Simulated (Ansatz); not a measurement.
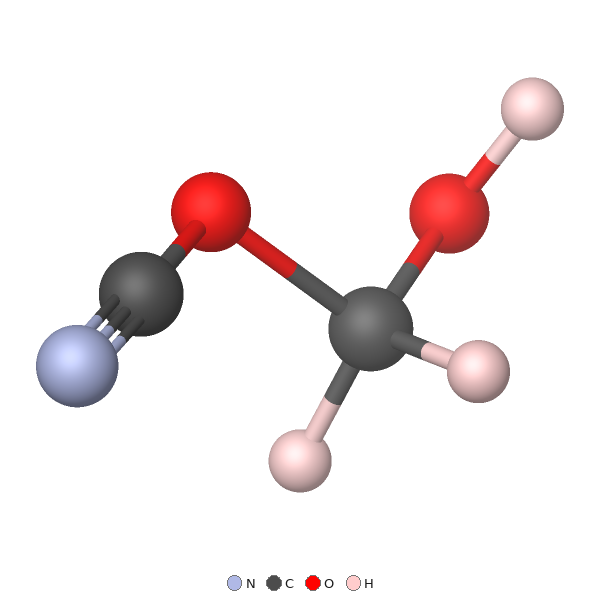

Rendered structure (ball-and-stick style). Multiple sticks mark multiple bonds (one Kekulé form).

Computed geometry: PBE0-D4/def2-TZVP optimisation.

Question: Give the formula.

Answer: C₂H₃NO₂, 8 atoms: 2 carbon, 3 hydrogen, 1 nitrogen and 2 oxygen.

Question: Give a SMILES string for it.

Answer: N#COCO

Question: Does it have rings?

Answer: It has no ring.

The parts below concern this one geometry. Atoms keep their numbers from picture to picture.

Geometry

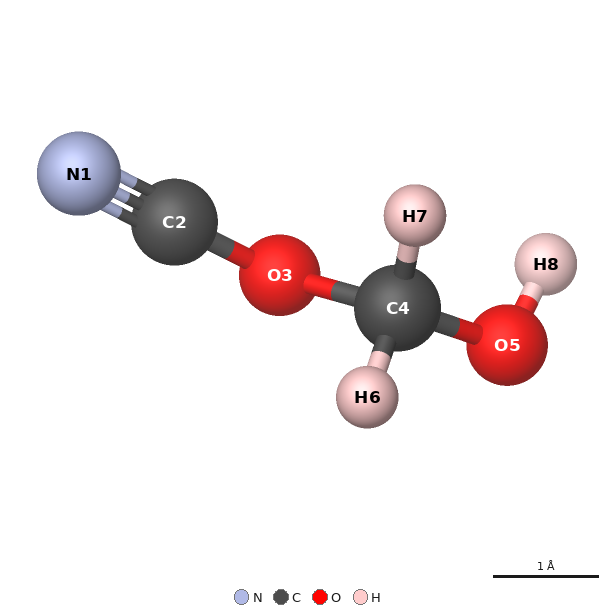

Numbered structure.

What are the angles N1–C2–O3, C2–O3–C4, O3–C4–O5, O3–C4–H6, O3–C4–H7, O5–C4–H6, O5–C4–H7, H6–C4–H7, C4–O5–H8?

```
   angle  degrees
N1–C2–O3    179.2
C2–O3–C4    114.4
O3–C4–O5    108.1
O3–C4–H6    107.4
O3–C4–H7    106.4
O5–C4–H6    108.6
O5–C4–H7    114.6
H6–C4–H7    111.5
C4–O5–H8    110.0
```

Vibrations

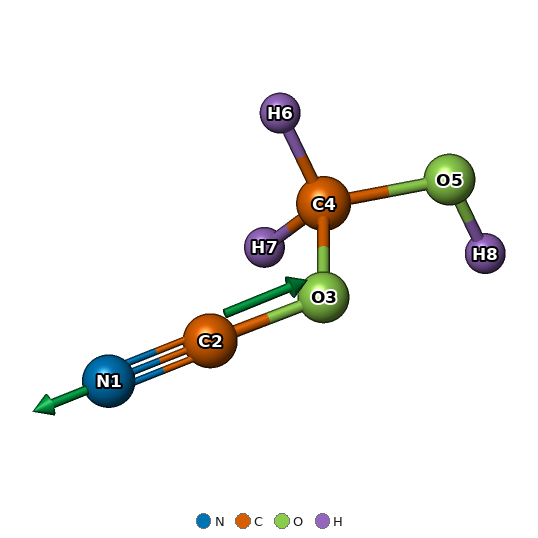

The arrows show one normal mode. Harmonic vibrations computed with RKS PBE0-D4/def2-TZVP (Ansatz 0.2.0) at a stationary point of the same level.

Question: At what wavenumber does it lie?

Answer: 2382 cm⁻¹; it is mode 15 of 18 counted from the lowest.

Electronic properties

Properties computed with RKS r2SCANh-D4/def2-TZVPP (Ansatz 0.2.0).

Question: What is the dispersion correction?

Answer: −3.0 kJ/mol.

Question: Estimate the HOMO energy (Kohn–Sham orbital).

Answer: −7.97 eV.

Question: Estimate the HOMO–LUMO gap.

Answer: 8.37 eV.

Charges

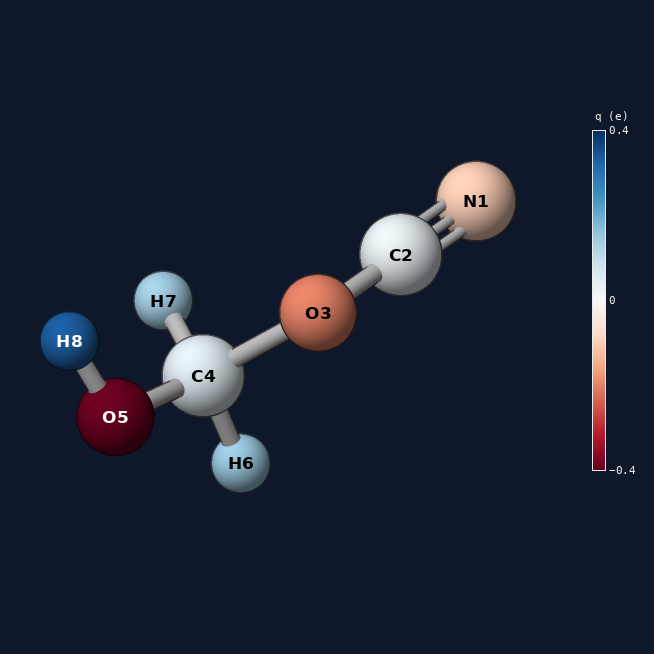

Atoms are coloured by their Mulliken charges. Level of theory: RKS PBE0-D4/def2-TZVP (Ansatz 0.2.0).

Give the Mulliken charges atom by atom.

```csv
atom,value (e)
N1,−0.10
C2,0.03
O3,−0.20
C4,0.05
O5,−0.39
H6,0.15
H7,0.14
H8,0.33
```

Dipole moment

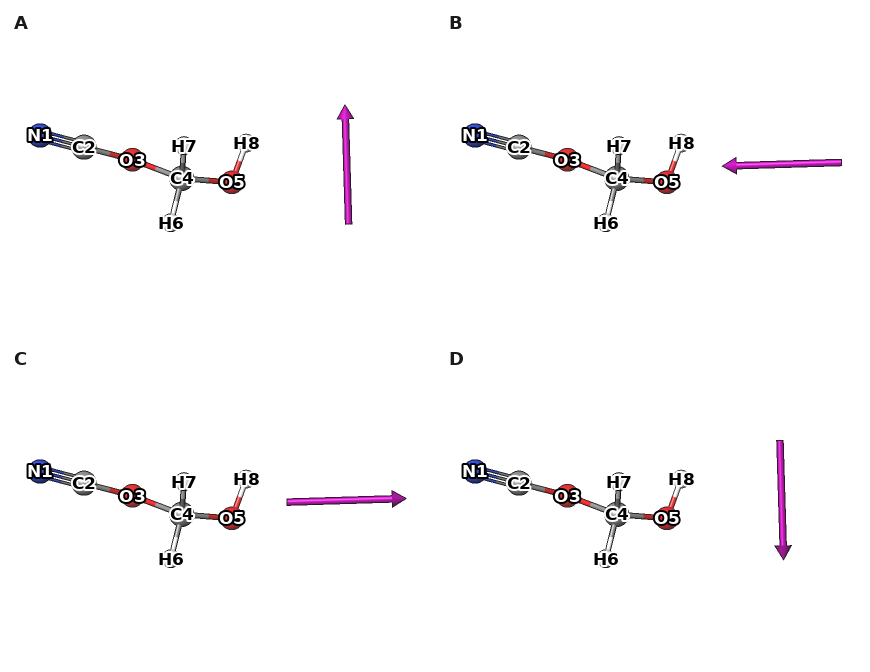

The same molecule four times, each with an arrow. Method: RKS PBE0-D4/def2-TZVP (Ansatz 0.2.0).

Question: Which arrow points along the dipole moment, from the negative to the positive end?

Answer: C. The dipole moment is 4.23 D; it points from the side of N1 to the side of H8 (the outermost atoms at the two ends).

Mulliken values depend strongly on the basis set and can even reverse the polarity of a bond.
